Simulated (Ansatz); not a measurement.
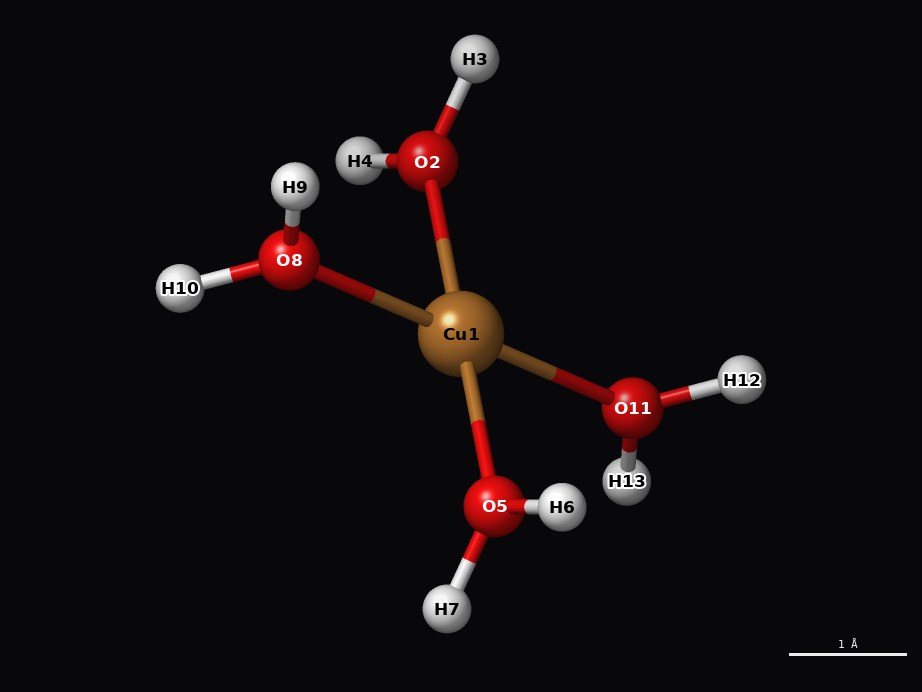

Source: calculation with Ansatz.

The view is orthographic, and the bar gives the scale. Charge +2, doublet. Geometry: a fixed input geometry, not necessarily a minimum. Other spin states may lie lower.

Reconstruct the coordinates (Å) as seen: x to the right, y up, z towards the viewer, origin at the mean of the atomic positions.

```xyz
13
CuH8O4
Cu   0.00   0.00   0.00
O   -0.29   1.48  -1.24
H    0.12   2.36  -1.20
H   -0.87   1.49  -2.01
O    0.29  -1.48   1.24
H    0.87  -1.49   2.01
H   -0.12  -2.36   1.20
O   -1.47   0.64   1.11
H   -1.42   1.26   1.84
H   -2.41   0.39   1.03
O    1.47  -0.64  -1.11
H    2.41  -0.39  -1.03
H    1.42  -1.26  -1.84
```
